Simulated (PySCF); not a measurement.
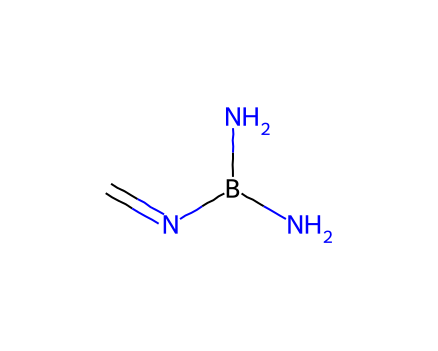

Skeletal drawing of a molecule.

Give its SMILES.

C=NB(N)N

What is the molecular formula?

CH6BN3.

An optimisation with GFN2-xTB gave a structure of which point group?

Cs. Other conformers may differ.

More results for the same structure follow; atom numbers are the same in all pictures, views and colours differ. Computed geometry: GFN2-xTB optimisation. No frequency run is at hand to confirm it as a minimum.

Shape

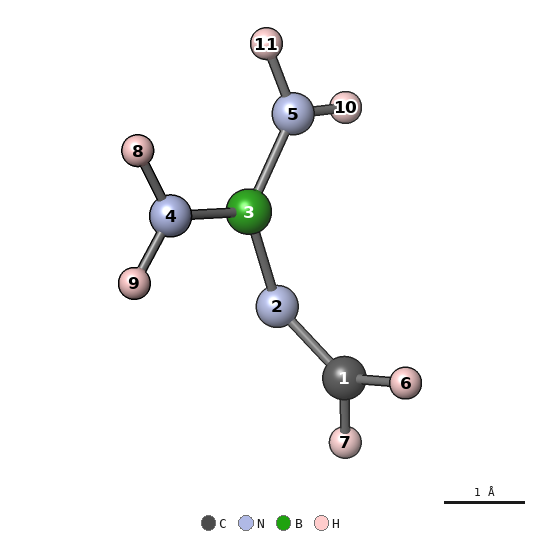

Atoms carry their numbers in the input. No frequency run is at hand to confirm it as a minimum.

What is the geometry at N4?

N4 has 3 neighbours (B3 at 1.41, H8 at 1.00, H9 at 1.00 Å); the arrangement is trigonal planar.

Describe the coordination of atom 2.

N2 has 2 neighbours (C1 at 1.24, B3 at 1.43 Å); the arrangement is bent.

What is the geometry at B3?

B3 has 3 neighbours (N2 at 1.43, N4 at 1.41, N5 at 1.41 Å); the arrangement is trigonal planar.

How are the neighbours of atom 1 arranged?

C1 has 3 neighbours (N2 at 1.24, H6 at 1.10, H7 at 1.09 Å); the arrangement is trigonal planar.

What is the dihedral angle C1–N2–B3–N5?

92° in size, that is about perpendicular.

NMR shielding

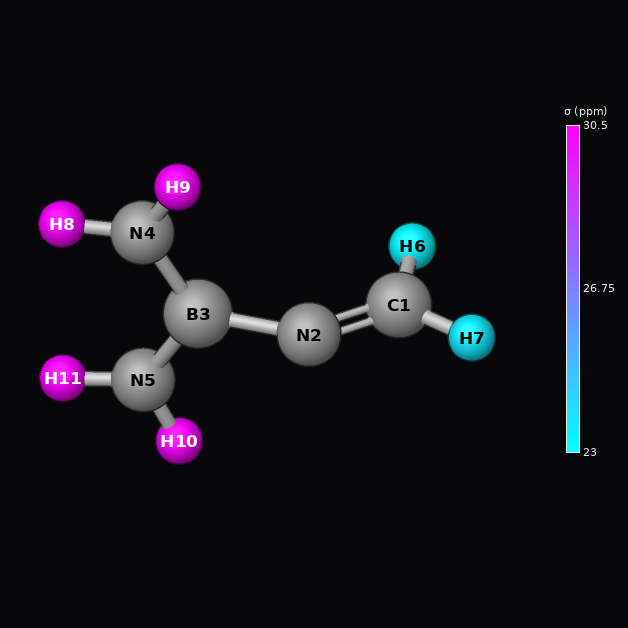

Atoms are coloured by their isotropic NMR shieldings (H only, the others grey). No frequency run is at hand to confirm it as a minimum. Properties computed with GIAO PBE0/pcSseg-1 NMR shielding, non-relativistic, gas phase (PySCF 2.14.0).

List the isotropic NMR shieldings of the H atoms.

```json
{"atom": "H6", "σ (ppm)": "23.27"}
{"atom": "H7", "σ (ppm)": "23.60"}
{"atom": "H8", "σ (ppm)": "30.30"}
{"atom": "H9", "σ (ppm)": "30.30"}
{"atom": "H10", "σ (ppm)": "30.31"}
{"atom": "H11", "σ (ppm)": "30.31"}
```

Electronic properties

No frequency run is at hand to confirm it as a minimum. Method: PBE0/def2-SVPD, gas phase (PySCF 2.14.0). Excitations: vertical, linear response.

Estimate the dipole moment.

1.01 D.

Estimate the HOMO energy (Kohn–Sham orbital).

−6.51 eV.

Give the mean static polarisability at this level.

52.3 bohr³.

What is the LUMO energy (Kohn–Sham orbital)?

−0.30 eV.

Charges

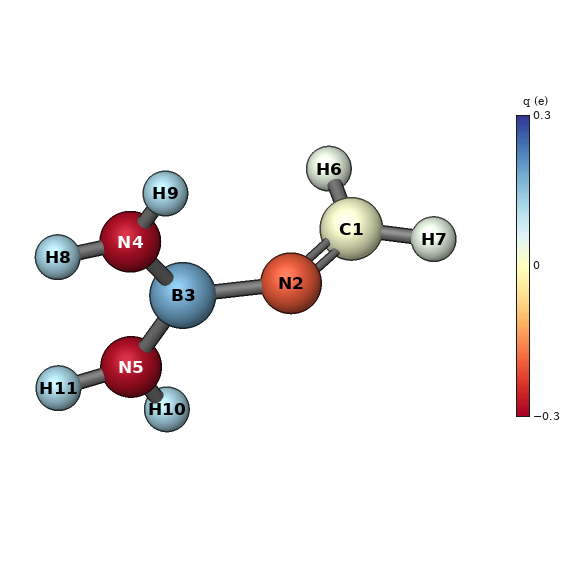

Atoms are coloured by their Hirshfeld charges. No frequency run is at hand to confirm it as a minimum. Level of theory: PBE0/pcSseg-1, gas phase (PySCF 2.14.0).

List the Hirshfeld charges.

```csv
atom,value (e)
C1,0.02
N2,−0.20
B3,0.18
N4,−0.28
N5,−0.28
H6,0.04
H7,0.04
H8,0.12
H9,0.12
H10,0.12
H11,0.12
```

The geometry is semi-empirical. Around B such bond lengths and angles can be off by a tenth of an ångström or more and by several degrees, and values that hang on the shape move with them.
